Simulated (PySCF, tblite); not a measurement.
# C9H11BO: geometry, infrared bands and NMR shifts

Aim: predict the infrared bands and NMR shifts of C9H11BO (`CB(C)c1cccc(C=O)c1`).

Programs: tblite 0.8.0 and PySCF 2.14.0, with density-fitted response routines of our own. Each step states its level of theory. These are calculated values for one molecule in the gas phase, unless marked as measured. Atoms count from 0, in the outputs and in this text.

### Step 1. The starting structure

22 atoms, charge 0, multiplicity 1; geometry from: force field or distance geometry start.

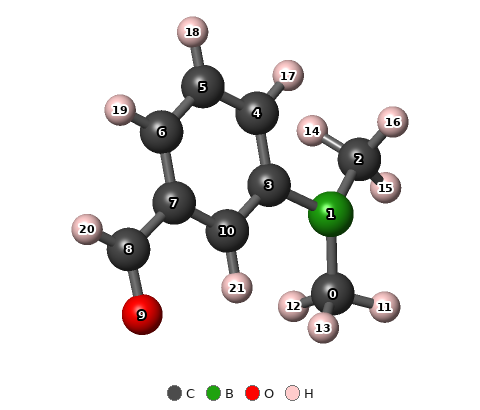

The starting geometry (carbon dark grey, boron green, oxygen red, hydrogen pink), atoms numbered; sticks join atoms by distance.

### Step 2. Relaxing the molecule with GFN2-xTB

What the job is given:

```
{"job": {"kind": "relax", "xc": "GFN2-xTB", "basis": "xTB"}, "charge": 0, "multiplicity": 1}
C     -2.112900     1.722700     0.255800
B     -1.694500     0.216900     0.437200
C     -2.759100    -0.895200     0.014200
C     -0.192700    -0.218600     0.208000
C      0.123100    -1.568700     0.034200
C      1.431300    -1.977000    -0.180600
C      2.426600    -1.026700    -0.194300
C      2.116400     0.303000     0.001900
C      3.213900     1.283000    -0.022300
O      2.873600     2.501600     0.158400
C      0.816600     0.737800     0.201700
H     -3.151600     1.885800     0.648600
H     -2.148800     2.016200    -0.810700
H     -1.415300     2.408900     0.780800
H     -2.318300    -1.371000    -0.883600
H     -3.726600    -0.412300    -0.184500
H     -2.801100    -1.656100     0.789600
H     -0.632000    -2.351800     0.030000
H      1.697500    -2.997500    -0.319400
H      3.442300    -1.365800    -0.344700
H      4.221600     0.980700    -0.177100
H      0.579700     1.803400     0.353600
```

Run with:

```sh
OMP_NUM_THREADS=1 python probes_run.py task.json out
```

The driver reads the jobs from task.json and runs them one after another.

**Question.** This job is followed by: GFN2-xTB harmonic vibrations, gas phase; GIAO PBE0/pcSseg-1 NMR shielding, non-relativistic, gas phase. Predict these results of the whole session: strongest single infrared mode (GFN2-xTB); zero-point energy (GFN2-xTB); 13C shifts against TMS (PBE0/pcSseg-1, means over atoms taken as alike); 1H shifts against TMS (PBE0/pcSseg-1, means over atoms taken as alike); 11B shifts against BF3·OEt2 (PBE0/pcSseg-1); 17O shifts against H2O (PBE0/pcSseg-1); surface potential, least and greatest.

As calculated:

| quantity | value |
| --- | --- |
| strongest single infrared mode (GFN2-xTB) | 1744 cm⁻¹, 380 km/mol |
| zero-point energy (GFN2-xTB) | 108.4 kcal/mol |
| 13C shifts against TMS (PBE0/pcSseg-1, means over atoms taken as alike) | 196.5, 151.5, 145.4, 142.6, 139.6, 139.5, 133.1, 14.0 ppm |
| 1H shifts against TMS (PBE0/pcSseg-1, means over atoms taken as alike) | 10.27, 8.86, 8.19, 7.98, 7.90, 1.31 ppm |
| 11B shifts against BF3·OEt2 (PBE0/pcSseg-1) | 81.5 ppm |
| 17O shifts against H2O (PBE0/pcSseg-1) | 662.7 ppm |
| surface potential, least and greatest | -1.64 V and 1.14 V |

In words: Over 173 steps the energy fell by 0.766 eV; of the close pairs, C8–O9 changed most, 1.278 to 1.205 Å. All 60 modes are real, so the xTB geometry is a minimum. The strongest single mode, at 1744 cm⁻¹, moves mainly C8 and O9. Unscaled tight-binding wavenumbers are off by several per cent, some by more. Its intensities can rank the bands wrongly. C8 (aldehyde carbonyl carbon) lies farthest downfield among carbon, at 196.5 ppm; low-lying n→π* states of the double bond to the heteroatom give a large paramagnetic term (-248 ppm). The most deshielded hydrogen is H20 (hydrogen on an aldehyde carbonyl carbon), at 10.27 ppm: deshielded by the polar, anisotropic C=O bond. At PBE0/pcSseg-1: Shielding is most anisotropic at O9 (span 1332 ppm, paramagnetic term -730 ppm). NICS(1)zz of -27 ppm above the planar ring from C3 marks a diatropic (aromatic) ring current. By nearest atom (PBE0/pcSseg-1), the HOMO sits on O9 64 %; H20 14 % and the LUMO on C4, C8 about 17 % each; O9 15 %.
